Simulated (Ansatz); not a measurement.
# Molecular dynamics, with input and output: C₂H₆AlN (part 3 of 3)

Continued. System: C₂H₆AlN. Method: UKS revPBE-d4/def2-SVP (Ansatz 0.2.0). The geometry comes from this level: PBE0-D4/def2-TZVP.

Geometry of the input (Å):
```
N  -0.9215  0.7122  -0.2124
C  0.4115  0.5183  0.4623
C  0.5030  -1.0121  0.5725
Al 0.4328  -0.3220  -1.2326
H  -1.1052  1.6796  -0.4448
H  -1.7237  0.3239  0.2842
H  0.6035  1.1735  1.3075
H  -0.3016  -1.5253  1.1155
H  1.4768  -1.3433  0.9319
H  0.7077  -0.2559  -2.7812
```

Trajectory as extended XYZ, continued:
```
10
Properties=species:S:1:pos:R:3:forces:R:3 step=31 time_fs=31.0 energy=-10249.60746 temperature=800.2
N    -1.0029    0.7870   -0.1808    2.0394  -0.6852  -0.6441
C     0.4363    0.5339    0.4146   -1.3100  -0.5877   0.4045
C     0.5624   -1.0921    0.6482   -1.9085   2.1920  -2.2608
Al    0.4441   -0.3424   -1.2719    0.8535  -0.0177  -0.5640
H    -1.2041    1.7736   -0.4359    0.1613  -0.5416   0.2307
H    -1.7408    0.3549    0.3596   -0.8392  -0.1045   0.4348
H     0.5963    1.0929    1.3343    0.3172   0.5717   0.2885
H    -0.3511   -1.6085    0.9915   -0.3679   0.0149   0.2749
H     1.3084   -1.1855    1.4037    1.5526  -0.5885   0.3682
H     0.8743   -0.1011   -2.9590   -0.4984  -0.2533   1.4673
10
Properties=species:S:1:pos:R:3:forces:R:3 step=32 time_fs=32.0 energy=-10249.47633 temperature=690.0
N    -0.9990    0.7817   -0.1800    1.4787  -0.3126  -0.5137
C     0.4320    0.5303    0.4115   -1.2365  -0.5808   0.3471
C     0.5686   -1.0875    0.6439   -1.6929   3.0490  -4.0206
Al    0.4425   -0.3419   -1.2673    0.9072  -0.0987  -0.6696
H    -1.1902    1.7822   -0.4291    0.2656  -0.8733   0.2324
H    -1.7758    0.3829    0.3525   -0.4109  -0.0503   0.2692
H     0.6040    1.0655    1.3348    0.3260   0.7714   0.4757
H    -0.3283   -1.5542    0.9364   -1.9415  -0.9202   0.8398
H     1.2645   -1.1793    1.3927    2.7878  -0.7767   1.6733
H     0.8739   -0.1239   -2.9395   -0.4837  -0.2079   1.3664
10
Properties=species:S:1:pos:R:3:forces:R:3 step=33 time_fs=33.0 energy=-10249.42959 temperature=656.0
N    -0.9940    0.7761   -0.1795    0.7497  -0.2806  -0.1985
C     0.4268    0.5263    0.4088   -1.0668  -0.3851   0.5767
C     0.5734   -1.0804    0.6364   -0.8711   3.3899  -4.4324
Al    0.4412   -0.3414   -1.2630    0.9237  -0.1852  -0.7160
H    -1.1736    1.7824   -0.4200    0.3116  -0.8992   0.1524
H    -1.8148    0.4104    0.3479    0.2241   0.0458  -0.0055
H     0.6149    1.0455    1.3398    0.2787   0.8073   0.4013
H    -0.3242   -1.5087    0.8892   -2.9741  -1.5036   1.1634
H     1.2472   -1.1805    1.3976    2.8637  -0.8365   1.9036
H     0.8689   -0.1487   -2.9068   -0.4395  -0.1528   1.1550
10
Properties=species:S:1:pos:R:3:forces:R:3 step=34 time_fs=34.0 energy=-10249.58928 temperature=797.0
N    -0.9885    0.7704   -0.1792    0.1007  -0.4534   0.1173
C     0.4207    0.5219    0.4064   -0.8050  -0.0291   1.0538
C     0.5776   -1.0705    0.6252   -0.3689   2.7786  -3.0998
Al    0.4403   -0.3409   -1.2589    0.8941  -0.2703  -0.6739
H    -1.1541    1.7741   -0.4095    0.3024  -0.6246   0.0014
H    -1.8517    0.4383    0.3432    0.8127   0.0612  -0.2202
H     0.6285    1.0332    1.3487    0.1702   0.7065   0.0965
H    -0.3485   -1.4774    0.8531   -2.4865  -1.3715   1.0928
H     1.2573   -1.1897    1.4209    1.7387  -0.7086   0.8278
H     0.8596   -0.1749   -2.8631   -0.3584  -0.0888   0.8043
10
Properties=species:S:1:pos:R:3:forces:R:3 step=35 time_fs=35.0 energy=-10249.73243 temperature=927.2
N    -0.9829    0.7643   -0.1789   -0.3302  -0.7174   0.3287
C     0.4139    0.5175    0.4050   -0.4844   0.3880   1.6200
C     0.5814   -1.0584    0.6116   -0.6951   1.5796  -1.1588
Al    0.4396   -0.3406   -1.2550    0.8085  -0.3484  -0.4946
H    -1.1317    1.7597   -0.3990    0.2526  -0.1231  -0.1956
H    -1.8808    0.4669    0.3365    1.1966  -0.0336  -0.2977
H     0.6437    1.0276    1.3585    0.0226   0.5443  -0.2960
H    -0.3966   -1.4593    0.8274   -0.8782  -0.8121   0.8190
H     1.2841   -1.2056    1.4521    0.3409  -0.4584  -0.6115
H     0.8469   -0.2021   -2.8115   -0.2332  -0.0188   0.2866
10
Properties=species:S:1:pos:R:3:forces:R:3 step=36 time_fs=36.0 energy=-10249.67608 temperature=882.0
N    -0.9775    0.7578   -0.1782   -0.5295  -0.9210   0.3902
C     0.4067    0.5134    0.4048   -0.1459   0.7655   2.1036
C     0.5847   -1.0450    0.5970   -1.3318   0.3956   0.4033
Al    0.4393   -0.3404   -1.2513    0.6644  -0.4118  -0.1479
H    -1.1068    1.7442   -0.3903    0.1882   0.4307  -0.3945
H    -1.8986    0.4953    0.3268    1.3264  -0.2086  -0.2359
H     0.6592    1.0272    1.3656   -0.1288   0.3932  -0.6251
H    -0.4533   -1.4489    0.8095    0.7094  -0.3060   0.5795
H     1.3142   -1.2261    1.4774   -0.6891  -0.1885  -1.6719
H     0.8320   -0.2295   -2.7571   -0.0633   0.0509  -0.4013
10
Properties=species:S:1:pos:R:3:forces:R:3 step=37 time_fs=37.0 energy=-10249.48997 temperature=715.3
N    -0.9725    0.7506   -0.1774   -0.5313  -0.8456   0.2701
C     0.3994    0.5099    0.4063    0.1800   1.0460   2.3887
C     0.5869   -1.0313    0.5828   -1.8260  -0.5395   1.3951
Al    0.4391   -0.3403   -1.2476    0.4810  -0.4460   0.3220
H    -1.0800    1.7327   -0.3854    0.1347   0.7736  -0.5359
H    -1.9037    0.5217    0.3149    1.2019  -0.4192  -0.0587
H     0.6734    1.0306    1.3666   -0.2521   0.2974  -0.7973
H    -0.5033   -1.4414    0.7972    1.7410  -0.0181   0.4352
H     1.3378   -1.2483    1.4869   -1.2626   0.0427  -2.2251
H     0.8164   -0.2565   -2.7064    0.1334   0.1088  -1.1941
10
Properties=species:S:1:pos:R:3:forces:R:3 step=38 time_fs=38.0 energy=-10249.33159 temperature=570.9
N    -0.9679    0.7428   -0.1763   -0.3515  -0.3416  -0.0432
C     0.3922    0.5072    0.4098    0.4707   1.2099   2.4221
C     0.5877   -1.0180    0.5696   -2.1167  -1.2399   1.9456
Al    0.4392   -0.3404   -1.2438    0.3069  -0.4352   0.7563
H    -1.0519    1.7287   -0.3856    0.0907   0.7052  -0.5732
H    -1.8973    0.5441    0.3024    0.8399  -0.6237   0.2064
H     0.6853    1.0369    1.3600   -0.3246   0.2770  -0.7784
H    -0.5367   -1.4341    0.7890    2.2461   0.0934   0.3571
H     1.3493   -1.2702    1.4750   -1.4730   0.2126  -2.3709
H     0.8021   -0.2824   -2.6671    0.3116   0.1423  -1.9218
10
Properties=species:S:1:pos:R:3:forces:R:3 step=39 time_fs=39.0 energy=-10249.30460 temperature=547.7
N    -0.9634    0.7347   -0.1752   -0.0031   0.4952  -0.4992
C     0.3854    0.5055    0.4152    0.7050   1.2565   2.1999
C     0.5868   -1.0057    0.5579   -2.3109  -1.7460   2.1575
Al    0.4394   -0.3406   -1.2398    0.2055  -0.3749   0.9134
H    -1.0229    1.7313   -0.3913    0.0228   0.2683  -0.5062
H    -1.8828    0.5606    0.2919    0.2980  -0.7831   0.5181
H     0.6940    1.0458    1.3459   -0.3327   0.3370  -0.5748
H    -0.5486   -1.4258    0.7842    2.3840   0.0987   0.3123
H     1.3467   -1.2901    1.4403   -1.3780   0.3007  -2.1818
H     0.7907   -0.3071   -2.6462    0.4094   0.1477  -2.3392
10
Properties=species:S:1:pos:R:3:forces:R:3 step=40 time_fs=40.0 energy=-10249.42098 temperature=657.7
N    -0.9590    0.7270   -0.1745    0.4089   1.3690  -0.9669
C     0.3792    0.5048    0.4223    0.8677   1.1968   1.7662
C     0.5840   -0.9947    0.5480   -2.5318  -2.0227   2.0052
Al    0.4396   -0.3410   -1.2354    0.2153  -0.2815   0.6130
H    -0.9936    1.7366   -0.4018   -0.0996  -0.2918  -0.3761
H    -1.8654    0.5696    0.2863   -0.2711  -0.8612   0.7953
H     0.6996    1.0580    1.3263   -0.2749   0.4669  -0.2294
H    -0.5377   -1.4166    0.7823    2.2299   0.0296   0.2897
H     1.3308   -1.3071    1.3847   -0.9320   0.2572  -1.6293
H     0.7832   -0.3304   -2.6476    0.3877   0.1377  -2.2676
10
Properties=species:S:1:pos:R:3:forces:R:3 step=41 time_fs=41.0 energy=-10249.60153 temperature=826.7
N    -0.9543    0.7201   -0.1745    0.6533   1.9943  -1.2691
C     0.3736    0.5051    0.4309    0.9664   1.0642   1.2240
C     0.5792   -0.9853    0.5397   -2.8341  -1.9446   1.3924
Al    0.4399   -0.3415   -1.2307    0.3163  -0.1832  -0.1180
H    -0.9652    1.7391   -0.4160   -0.2740  -0.7258  -0.2335
H    -1.8506    0.5704    0.2883   -0.6229  -0.8313   0.9167
H     0.7026    1.0746    1.3045   -0.1715   0.6272   0.1670
H    -0.5053   -1.4071    0.7833    1.7271  -0.1323   0.3073
H     1.3061   -1.3218    1.3134   -0.0238  -0.0018  -0.6477
H     0.7795   -0.3524   -2.6707    0.2634   0.1332  -1.7390
10
Properties=species:S:1:pos:R:3:forces:R:3 step=42 time_fs=42.0 energy=-10249.71450 temperature=935.0
N    -0.9491    0.7147   -0.1753    0.5337   2.2176  -1.2712
C     0.3688    0.5062    0.4405    1.0375   0.9298   0.7251
C     0.5720   -0.9775    0.5324   -3.0550  -1.4037   0.3888
Al    0.4403   -0.3420   -1.2261    0.4466  -0.0985  -1.0713
H    -0.9393    1.7346   -0.4325   -0.4714  -0.8890  -0.1186
H    -1.8418    0.5632    0.2991   -0.5768  -0.6897   0.7894
H     0.7040    1.0973    1.2842   -0.0705   0.7387   0.4810
H    -0.4564   -1.3988    0.7871    0.7439  -0.4445   0.4153
H     1.2810   -1.3364    1.2357    1.3166  -0.5063   0.6291
H     0.7782   -0.3732   -2.7106    0.0954   0.1456  -0.9677
10
Properties=species:S:1:pos:R:3:forces:R:3 step=43 time_fs=43.0 energy=-10249.69756 temperature=929.0
N    -0.9436    0.7108   -0.1771    0.0893   2.0145  -0.9713
C     0.3648    0.5081    0.4508    1.1250   0.8909   0.4029
C     0.5625   -0.9708    0.5255   -2.6000  -0.6044  -0.4487
Al    0.4409   -0.3426   -1.2219    0.5484  -0.0268  -2.0190
H    -0.9180    1.7216   -0.4501   -0.6574  -0.7293  -0.0605
H    -1.8384    0.5494    0.3175   -0.1925  -0.4653   0.4386
H     0.7046    1.1272    1.2685   -0.0294   0.7065   0.5928
H    -0.4002   -1.3948    0.7950   -0.7528  -0.9579   0.6801
H     1.2685   -1.3560    1.1638    2.5296  -0.9994   1.5725
H     0.7779   -0.3926   -2.7598   -0.0603   0.1713  -0.1875
10
Properties=species:S:1:pos:R:3:forces:R:3 step=44 time_fs=44.0 energy=-10249.64382 temperature=887.7
N    -0.9379    0.7082   -0.1794   -0.4539   1.4595  -0.4864
C     0.3617    0.5107    0.4613    1.2423   1.0082   0.2820
C     0.5507   -0.9646    0.5182   -0.9784  -0.2314  -0.3553
Al    0.4417   -0.3432   -1.2184    0.5955   0.0454  -2.8219
H    -0.9028    1.7016   -0.4684   -0.8050  -0.2692  -0.0760
H    -1.8369    0.5311    0.3402    0.2903  -0.2103  -0.0066
H     0.7050    1.1638    1.2584   -0.0749   0.4836   0.4803
H    -0.3512   -1.4000    0.8094   -2.2997  -1.5482   1.0678
H     1.2802   -1.3851    1.1069    2.6599  -0.9378   1.4550
H     0.7769   -0.4105   -2.8109   -0.1761   0.2001   0.4612
10
Properties=species:S:1:pos:R:3:forces:R:3 step=45 time_fs=45.0 energy=-10249.65127 temperature=896.6
N    -0.9326    0.7067   -0.1822   -0.8867   0.7288   0.0313
C     0.3596    0.5141    0.4721    1.3647   1.2443   0.2690
C     0.5382   -0.9585    0.5105    0.8502  -0.8648   0.7070
Al    0.4427   -0.3438   -1.2159    0.5907   0.1283  -3.4246
H    -0.8954    1.6789   -0.4874   -0.9016   0.3627  -0.1524
H    -1.8326    0.5107    0.3628    0.6597   0.0220  -0.4116
H     0.7047    1.2052    1.2529   -0.1808   0.1153   0.2356
H    -0.3240   -1.4200    0.8341   -2.8414  -1.7474   1.2710
H     1.3174   -1.4234    1.0638    1.5941  -0.2135   0.5387
H     0.7743   -0.4264   -2.8577   -0.2490   0.2243   0.9359
10
Properties=species:S:1:pos:R:3:forces:R:3 step=46 time_fs=46.0 energy=-10249.68622 temperature=928.5
N    -0.9279    0.7056   -0.1849   -1.1080   0.1153   0.4284
C     0.3586    0.5185    0.4832    1.4556   1.4733   0.2383
C     0.5264   -0.9531    0.5035    1.5562  -2.3128   2.1645
Al    0.4439   -0.3443   -1.2146    0.5482   0.2173  -3.8070
H    -0.8966    1.6597   -0.5079   -0.9508   0.8994  -0.2223
H    -1.8220    0.4906    0.3815    0.8195   0.1929  -0.6944
H     0.7027    1.2478    1.2497   -0.2912  -0.2897  -0.0097
H    -0.3240   -1.4567    0.8710   -1.9431  -1.2017   0.9743
H     1.3700   -1.4637    1.0257    0.2003   0.6644  -0.3205
H     0.7693   -0.4403   -2.8957   -0.2866   0.2417   1.2483
10
Properties=species:S:1:pos:R:3:forces:R:3 step=47 time_fs=47.0 energy=-10249.66071 temperature=909.3
N    -0.9239    0.7047   -0.1873   -1.0993  -0.0661   0.5560
C     0.3588    0.5241    0.4945    1.4875   1.5518   0.1068
C     0.5157   -0.9496    0.4981    1.3805  -3.7775   3.4293
Al    0.4454   -0.3448   -1.2147    0.4794   0.2974  -3.9542
H    -0.9069    1.6491   -0.5306   -0.9593   1.0418  -0.1801
H    -1.8034    0.4722    0.3936    0.7473   0.2812  -0.8161
H     0.6978    1.2877    1.2463   -0.3583  -0.6250  -0.1631
H    -0.3426   -1.5051    0.9173   -0.4950  -0.2551   0.3490
H     1.4247   -1.4978    0.9845   -0.8854   1.2984  -0.7527
H     0.7616   -0.4519   -2.9218   -0.2976   0.2532   1.4252
10
Properties=species:S:1:pos:R:3:forces:R:3 step=48 time_fs=48.0 energy=-10249.58111 temperature=842.0
N    -0.9207    0.7036   -0.1894   -0.8812   0.2842   0.3344
C     0.3602    0.5310    0.5059    1.4444   1.3887  -0.1582
C     0.5062   -0.9491    0.4955    1.0788  -4.6406   4.1682
Al    0.4469   -0.3452   -1.2162    0.3890   0.3574  -3.8564
H    -0.9264    1.6484   -0.5551   -0.9156   0.7060   0.0279
H    -1.7777    0.4564    0.3980    0.4405   0.2762  -0.7546
H     0.6895    1.3217    1.2414   -0.3575  -0.8220  -0.1873
H    -0.3661   -1.5561    0.9671    0.6340   0.5732  -0.2434
H     1.4709   -1.5195    0.9360   -1.5448   1.6171  -0.8192
H     0.7509   -0.4610   -2.9342   -0.2876   0.2598   1.4886
10
Properties=species:S:1:pos:R:3:forces:R:3 step=49 time_fs=49.0 energy=-10249.52324 temperature=793.2
N    -0.9180    0.7028   -0.1912   -0.4943   0.9612  -0.1789
C     0.3627    0.5390    0.5171    1.3169   0.9682  -0.5606
C     0.4975   -0.9523    0.4963    0.8985  -4.7970   4.3619
Al    0.4487   -0.3454   -1.2191    0.2766   0.3983  -3.5150
H    -0.9547    1.6545   -0.5793   -0.7992   0.1088   0.3399
H    -1.7477    0.4433    0.3951   -0.0836   0.1731  -0.5058
H     0.6778    1.3479    1.2347   -0.2853  -0.8495  -0.0796
H    -0.3835   -1.6017    1.0147    1.2732   1.1032  -0.6545
H     1.5025   -1.5258    0.8795   -1.8433   1.6730  -0.6548
H     0.7375   -0.4677   -2.9325   -0.2596   0.2608   1.4475
10
Properties=species:S:1:pos:R:3:forces:R:3 step=50 time_fs=50.0 energy=-10249.53712 temperature=810.9
N    -0.9157    0.7026   -0.1931   -0.0326   1.6444  -0.8016
C     0.3663    0.5478    0.5280    1.1054   0.3345  -1.0838
C     0.4895   -0.9594    0.5005    0.7544  -4.3886   4.1311
Al    0.4505   -0.3455   -1.2232    0.1396   0.4293  -2.9418
H    -0.9908    1.6616   -0.6004   -0.6095  -0.4438   0.6364
H    -1.7185    0.4318    0.3873   -0.7251  -0.0104  -0.1291
H     0.6633    1.3661    1.2272   -0.1538  -0.7081   0.1426
H    -0.3887   -1.6368    1.0561    1.5601   1.3788  -0.8993
H     1.5165   -1.5160    0.8166   -1.8246   1.5108  -0.3486
H     0.7216   -0.4719   -2.9168   -0.2137   0.2532   1.2941
```

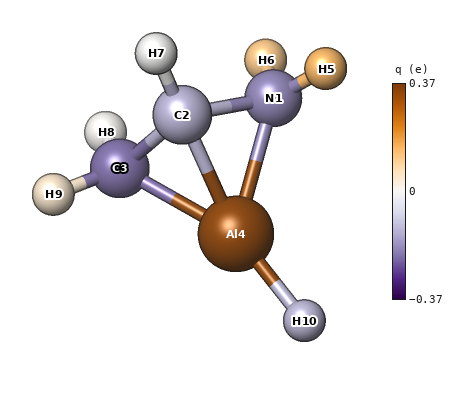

**Figure 1.** Mulliken charges, as the colour of each atom (ball-and-stick view, seen at a tilt; atoms are numbered from 1 in the order of the input). By element: N −0.20, C −0.23 to −0.13, Al +0.35 and H −0.12 to +0.15 e.

Summary:

| quantity | value |
| --- | --- |
| outcome | finished |
| mean temperature over the second half | 770 K |
| trajectory | 50 steps, 50 fs |
| ensemble | nvt_nose_hoover |
| temperature in the input | 1500 K |
| time step | 1 fs |
| potential energy (last step) | −10249.5372 eV |
| mean-field energy (last step) | −10248.9421 eV |
| dispersion energy (last step) | −0.5951 eV |
| SCF solution under orbital rotations (last step) | stable |
| largest force (length of the vector) (last step) | 6.074 eV/Å |
| dipole moment (last step) | 2.46 D |
| wall time | 89 s (CPU time 2.9 min) |
| peak memory | 0.16 GiB |

Remarks:

So short a trajectory is not equilibrated. The temperature stays far from the 1500 K of the thermostat over the second half: the run isn't equilibrated.
